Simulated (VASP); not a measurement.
# Which face does Sr expose?, part 3 of 6

How do surface energy, work function and relaxation of Sr depend on the face?

VASP 6.6.1; PBEsol; plane waves and PAW (Sr_sv).

So far. Step 3 (The bulk reference, job self-consistent run, k-mesh …): The run ends at a pressure of 0.01 GPa. Step 4 (Relaxing the slab, 7 atoms, face Sr(111)): The run ended after 6 ionic steps, 0.005 eV below its first step, once the forces on the free atoms met EDIFFG = -0.03.

## 5. Potential and states of the slab, 7 atoms, face Sr(111)

A static run writes the electrostatic potential without exchange and correlation (LVHAR), which is flat in the vacuum and gives the level to count from. The dipole correction cancels the field that unlike faces would set up across the vacuum.

The input, INCAR:

```
SYSTEM = Sr
PREC = Normal
ENCUT = 320
EDIFF = 1E-06
NELM = 120
ISMEAR = 1
SIGMA = 0.15
LREAL = .FALSE.
ALGO = Fast
GGA = PS
NBANDS = 43
LORBIT = 11
LWAVE = .FALSE.
LCHARG = .TRUE.
KPAR = 4
IDIPOL = 3
LDIPOL = .TRUE.
DIPOL = 0.5 0.5 0.5
LVHAR = .TRUE.
LVACPOTAV = .TRUE.
NEDOS = 1500
```

The input, POSCAR:

```
Sr
1.0
    4.1814214130      0.0000000000      0.0000000000
    2.0907107065      3.6212171675      0.0000000000
    0.0000000000      0.0000000000     35.4846977226
Sr
7
Direct
    0.0000000000      0.0000000000      0.2124978414
    0.3333333300      0.3333333300      0.3065995095
    0.6666666700      0.6666666700      0.4036655067
    0.0000000000      0.0000000000      0.5000000000
    0.3333333300      0.3333333300      0.5963344933
    0.6666666700      0.6666666700      0.6934004905
    0.0000000000      0.0000000000      0.7875021586
```

The input, KPOINTS:

```
Automatic mesh
0
Gamma
9 9 1
0 0 0
```

PAW data sets: Sr_sv (PBE family, release 64).

Launch:

```
> mpirun -np 4 vasp_std
```

Output:

```text
[... set-up lines as in an earlier step ...]
 entering main loop
       N       E                     dE             d eps       ncg     rms          rms(c)
DAV:   1     0.350554502828E+03    0.35055E+03   -0.27201E+04  1392   0.920E+02
DAV:   2     0.295323051426E+02   -0.32102E+03   -0.31614E+03  1167   0.261E+02
DAV:   3    -0.772558824246E+01   -0.37258E+02   -0.36845E+02  1509   0.519E+01
DAV:   4    -0.126109030647E+02   -0.48853E+01   -0.48588E+01  1768   0.201E+01
DAV:   5    -0.129241356885E+02   -0.31323E+00   -0.31266E+00  1600   0.396E+00    0.341E+01
RMM:   6    -0.145984201658E+02   -0.16743E+01   -0.61855E+00  1389   0.365E+00    0.260E+01
RMM:   7    -0.294505765469E+02   -0.14852E+02   -0.16439E+01  1381   0.562E+00    0.434E+01
RMM:   8    -0.127111837370E+02    0.16739E+02   -0.19216E+00  1312   0.389E+00    0.132E+01
RMM:   9    -0.122340108717E+02    0.47717E+00   -0.63581E-01  1501   0.175E+00    0.682E+00
RMM:  10    -0.121686766282E+02    0.65334E-01   -0.25749E-01  1524   0.765E-01    0.495E+00
RMM:  11    -0.120886638446E+02    0.80013E-01   -0.17737E-01  1427   0.801E-01    0.777E-01
RMM:  12    -0.121161504403E+02   -0.27487E-01   -0.16585E-01  1533   0.511E-01    0.247E+00
RMM:  13    -0.121100302029E+02    0.61202E-02   -0.68493E-02  1636   0.291E-01    0.150E+00
RMM:  14    -0.121182979222E+02   -0.82677E-02   -0.56790E-02  1450   0.452E-01    0.164E+00
RMM:  15    -0.121108541018E+02    0.74438E-02   -0.31265E-02  1388   0.292E-01    0.579E-01
RMM:  16    -0.121127664532E+02   -0.19124E-02   -0.17195E-02  1572   0.148E-01    0.617E-01
RMM:  17    -0.121137650225E+02   -0.99857E-03   -0.13555E-02  1705   0.983E-02    0.430E-01
RMM:  18    -0.121146546309E+02   -0.88961E-03   -0.12577E-02  1598   0.948E-02    0.137E-01
RMM:  19    -0.121155663336E+02   -0.91170E-03   -0.88869E-03  1553   0.107E-01    0.342E-01
RMM:  20    -0.121161451244E+02   -0.57879E-03   -0.71753E-03  1628   0.648E-02    0.163E-01
RMM:  21    -0.121166145662E+02   -0.46944E-03   -0.54681E-03  1616   0.497E-02    0.984E-02
RMM:  22    -0.121169333450E+02   -0.31878E-03   -0.41913E-03  1576   0.468E-02    0.318E-02
RMM:  23    -0.121173052220E+02   -0.37188E-03   -0.35181E-03  1589   0.410E-02    0.119E-01
RMM:  24    -0.121175679158E+02   -0.26269E-03   -0.25942E-03  1526   0.332E-02    0.133E-02
RMM:  25    -0.121178396336E+02   -0.27172E-03   -0.23028E-03  1317   0.261E-02    0.118E-02
RMM:  26    -0.121180639094E+02   -0.22428E-03   -0.17792E-03  1266   0.226E-02    0.187E-02
RMM:  27    -0.121182384597E+02   -0.17455E-03   -0.15908E-03  1097   0.190E-02    0.864E-03
RMM:  28    -0.121183735575E+02   -0.13510E-03   -0.12663E-03   961   0.165E-02    0.159E-02
RMM:  29    -0.121184902129E+02   -0.11666E-03   -0.11396E-03   878   0.146E-02    0.144E-02
WARNING in EDDRMM: call to ZHEGV failed, returncode =   6  3     29
RMM:  30    -0.121185839493E+02   -0.93736E-04   -0.92703E-04   889   0.134E-02    0.146E-02
RMM:  31    -0.121186706796E+02   -0.86730E-04   -0.83326E-04   974   0.129E-02    0.560E-03
RMM:  32    -0.121187414356E+02   -0.70756E-04   -0.70516E-04   783   0.108E-02    0.814E-03
RMM:  33    -0.121188042117E+02   -0.62776E-04   -0.63396E-04   716   0.945E-03    0.735E-03
RMM:  34    -0.121188579048E+02   -0.53693E-04   -0.54425E-04   669   0.865E-03    0.909E-03
RMM:  35    -0.121189077311E+02   -0.49826E-04   -0.49930E-04   561   0.789E-03    0.151E-02
RMM:  36    -0.121189503988E+02   -0.42668E-04   -0.43216E-04   486   0.726E-03    0.180E-02
RMM:  37    -0.121189896250E+02   -0.39226E-04   -0.39702E-04   470   0.680E-03    0.211E-02
RMM:  38    -0.121190240946E+02   -0.34470E-04   -0.34779E-04   466   0.642E-03    0.240E-02
RMM:  39    -0.121190558987E+02   -0.31804E-04   -0.31988E-04   463   0.606E-03    0.271E-02
RMM:  40    -0.121190841884E+02   -0.28290E-04   -0.28296E-04   456   0.576E-03    0.301E-02
RMM:  41    -0.121191097229E+02   -0.25535E-04   -0.25906E-04   448   0.543E-03    0.322E-02
RMM:  42    -0.121191322493E+02   -0.22526E-04   -0.23085E-04   449   0.514E-03    0.337E-02
RMM:  43    -0.121191526423E+02   -0.20393E-04   -0.21011E-04   442   0.489E-03    0.351E-02
RMM:  44    -0.121191711618E+02   -0.18520E-04   -0.18927E-04   452   0.469E-03    0.366E-02
RMM:  45    -0.121191882768E+02   -0.17115E-04   -0.17137E-04   432   0.445E-03    0.385E-02
RMM:  46    -0.121192036740E+02   -0.15397E-04   -0.15605E-04   424   0.427E-03    0.400E-02
RMM:  47    -0.121192177291E+02   -0.14055E-04   -0.14013E-04   420   0.407E-03    0.418E-02
RMM:  48    -0.121192305145E+02   -0.12785E-04   -0.12919E-04   415   0.391E-03    0.432E-02
RMM:  49    -0.121192415654E+02   -0.11051E-04   -0.11464E-04   422   0.378E-03    0.441E-02
RMM:  50    -0.121192520713E+02   -0.10506E-04   -0.10721E-04   415   0.364E-03    0.451E-02
RMM:  51    -0.121192608779E+02   -0.88066E-05   -0.93740E-05   452   0.355E-03    0.455E-02
RMM:  52    -0.121192681443E+02   -0.72663E-05   -0.88757E-05   530   0.356E-03    0.446E-02
RMM:  53    -0.121192745063E+02   -0.63620E-05   -0.76360E-05   506   0.342E-03    0.441E-02
RMM:  54    -0.121192829625E+02   -0.84563E-05   -0.74258E-05   421   0.313E-03    0.464E-02
RMM:  55    -0.121192876926E+02   -0.47300E-05   -0.62561E-05   453   0.311E-03    0.455E-02
RMM:  56    -0.121192950571E+02   -0.73645E-05   -0.62393E-05   395   0.290E-03    0.476E-02
RMM:  57    -0.121193001358E+02   -0.50787E-05   -0.51767E-05   395   0.281E-03    0.483E-02
RMM:  58    -0.121193044841E+02   -0.43483E-05   -0.52432E-05   400   0.277E-03    0.479E-02
RMM:  59    -0.121193084808E+02   -0.39967E-05   -0.42728E-05   418   0.272E-03    0.483E-02
[...]
RMM:  72    -0.121193438839E+02   -0.12574E-05   -0.20084E-05   372   0.203E-03    0.548E-02
RMM:  73    -0.121193447992E+02   -0.91525E-06   -0.13837E-05   401   0.205E-03    0.546E-02
RMM:  74    -0.121193453460E+02   -0.54681E-06   -0.18151E-05   444   0.211E-03    0.537E-02
RMM:  75    -0.121193455226E+02   -0.17655E-06   -0.12290E-05   473   0.209E-03    0.530E-02
RMM:  76    -0.121193451578E+02    0.36475E-06   -0.16553E-05   514   0.215E-03    0.510E-02
RMM:  77    -0.121193442861E+02    0.87173E-06   -0.11124E-05   537   0.221E-03    0.492E-02
RMM:  78    -0.121193442182E+02    0.67843E-07   -0.15415E-05   529   0.215E-03    0.476E-02
RMM:  79    -0.121193433510E+02    0.86728E-06   -0.10098E-05   513   0.219E-03    0.455E-02
RMM:  80    -0.121193444028E+02   -0.10519E-05   -0.14069E-05   447   0.206E-03    0.452E-02
RMM:  81    -0.121193416606E+02    0.27422E-05   -0.99379E-06   707   0.261E-03    0.403E-02
RMM:  82    -0.121193430208E+02   -0.13602E-05   -0.13286E-05   474   0.200E-03    0.405E-02
RMM:  83    -0.121193439198E+02   -0.89896E-06   -0.83608E-06   417   0.187E-03
 -----------------------------------------------------------------------------
|                                                                             |
|           W    W    AA    RRRRR   N    N  II  N    N   GGGG   !!!           |
|           W    W   A  A   R    R  NN   N  II  NN   N  G    G  !!!           |
|           W    W  A    A  R    R  N N  N  II  N N  N  G       !!!           |
|           W WW W  AAAAAA  RRRRR   N  N N  II  N  N N  G  GGG   !            |
|           WW  WW  A    A  R   R   N   NN  II  N   NN  G    G                |
|           W    W  A    A  R    R  N    N  II  N    N   GGGG   !!!           |
|                                                                             |
|     Did not find any points to average over, which means that no vacuum     |
|     field-free region was found. Please increase the size of  your cell     |
|     in the dimension of the dipole correction to obtain accurate            |
|     workfunction values.                                                    |
|                                                                             |
 -----------------------------------------------------------------------------

   1 F= -.12119344E+02 E0= -.12119835E+02  d E =0.147209E-02
```

It took 63 s on 4 MPI ranks of AMD EPYC 9R45, shared host; peak memory 1.1 GiB.

OUTCAR, selected parts (step 5):

```text
   NELECT =      70.0000    total number of electrons

 dipolmoment           0.000000      0.000000     -0.000000 electrons x Angstroem

 E-fermi :   0.4095

 k-point     1 :       0.0000    0.0000    0.0000
  band No.  band energies     occupation
    ...
     31      -2.8340      2.00000
     32      -2.4113      2.00000
     33      -1.9106      2.00000
     34      -1.4113      2.00000
     35      -0.9912      2.00000
     36       0.4946      0.19054
     37       0.5918     -0.07089
     38       0.8398     -0.00038
     39       1.1468     -0.00000
     40       1.5484     -0.00000
    ...

  Total        0.3787709      0.3787709     -0.5216140      0.0000000      0.0000000      0.0000000
  in kB        1.1294516      1.1294516     -1.5553932      0.0000000      0.0000000      0.0000000
  external PRESSURE =       0.2345033 kB  Pullay stress =       0.0000000 kB

 POSITION                                       TOTAL-FORCE (eV/Angst)
 -----------------------------------------------------------------------------------
      0.00000      0.00000      7.54042         0.000000     -0.000000      0.009421
      2.09071      1.20707     10.87959        -0.000000      0.000000      0.023204
      4.18142      2.41414     14.32395        -0.000000     -0.000000     -0.026320
      0.00000      0.00000     17.74235         0.000000      0.000000      0.000000
      2.09071      1.20707     21.16075         0.000000      0.000000      0.026320
      4.18142      2.41414     24.60511         0.000000     -0.000000     -0.023204
      0.00000      0.00000     27.94428         0.000000      0.000000     -0.009421
 -----------------------------------------------------------------------------------
    total drift:                                0.000000      0.000000     -0.000000

  FREE ENERGIE OF THE ION-ELECTRON SYSTEM (eV)
  ---------------------------------------------------
  free  energy   TOTEN  =       -12.1193439198 eV

  energy  without entropy=      -12.1208160129  energy(sigma->0) =      -12.11983462

 vacuum level on the upper side and lower side of the slab         3.001         3.001

[... 7 parts as in an earlier step ...]

[... 10 further parts left out ...]
```

Numbers from this step:

* electronic cycles: 83
* Fermi energy: 0.4095 eV
* dipole moment: 0, 0, 0 e·Å
* vacuum levels: 3.001, 3.001 eV
* work functions of the upper and lower face: 2.591, 2.591 eV

The planar average of the electrostatic potential oscillates, so the rows of the table below give means over windows of 3.44 Å about each position, cut where the curve ends. Its maxima inside the range that stand out by 2 % of the span (Å: eV): 9.2: 1.38, 12.6: 1.54, 16.1: 1.51, 19.4: 1.51, 22.8: 1.54, 26.3: 1.38. Its minima: 7.5: -5.47, 10.9: -5.34, 14.3: -5.39, 17.7: -5.39, 21.2: -5.39, 24.6: -5.34, 27.9: -5.47.

Zero at the Fermi level. Table of planar average of the electrostatic potential by height; means over each step:

```
height (Å)  planar average of the electrostatic potential (eV)
      1.72                                                2.59
      5.16                                                1.42
      8.60                                               -1.93
     12.04                                               -1.70
     15.48                                               -1.76
     18.92                                               -1.75
     22.36                                               -1.72
     25.80                                               -1.88
     29.24                                              -0.899
     32.68                                                2.58
```

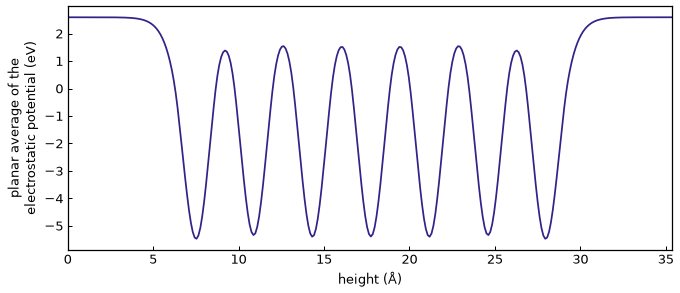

Planar average of the electrostatic potential, plotted against height.

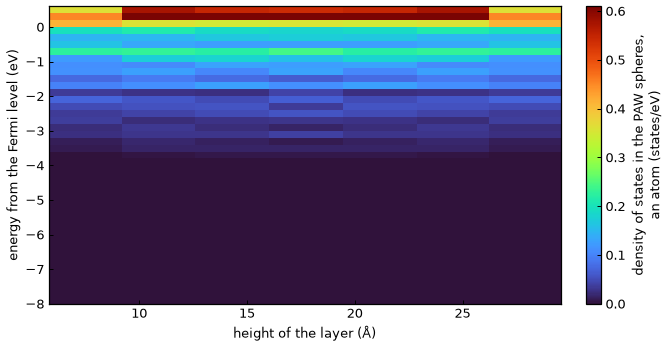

Density of states in the PAW spheres, an atom over height of the layer and energy from the Fermi level.

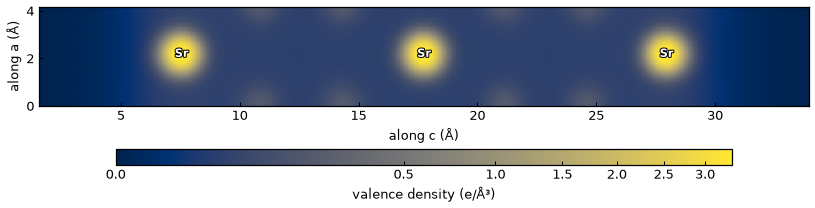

Valence density in the ca plane at fractional y = 0.000, with atoms of Sr within 0.2 Å of it. It is the smooth field of the valence electrons, not physical close to the nuclei. The map starts off the cell's origin, so that atoms lie inside it. The colour scale is stretched toward low values. The far vacuum is left out of the map.

The map of layer states is cut here 0.5 eV above the Fermi level, so it leaves out the states above that.

The vacuum level lies 2.59 eV above the Fermi level at the upper face; both faces agree, as the slab has next to no dipole.

The program found no field-free point at its default tolerance, but its printed level agrees with the flat part of the planar average.

On this mesh the fine structure of the density of states is sampling noise, and high empty states may be cut by the number of bands.

(Continued in part 4 of 6.)

[Lines on the potential files, build, host, timing and source positions are cut from VASP's logs without a mark.]

[Logs are printed without paths, hosts, clocks, repeated set-up lines and the standing remarks that a program may print on its own settings, such as how far it seeks lower states.]

[Hosts, paths, dates, database ids (printed as entryN), source tags and the programs' standing remarks are cut or masked in the printed files.]

[Runs that stopped without an error message from VASP are left out.]
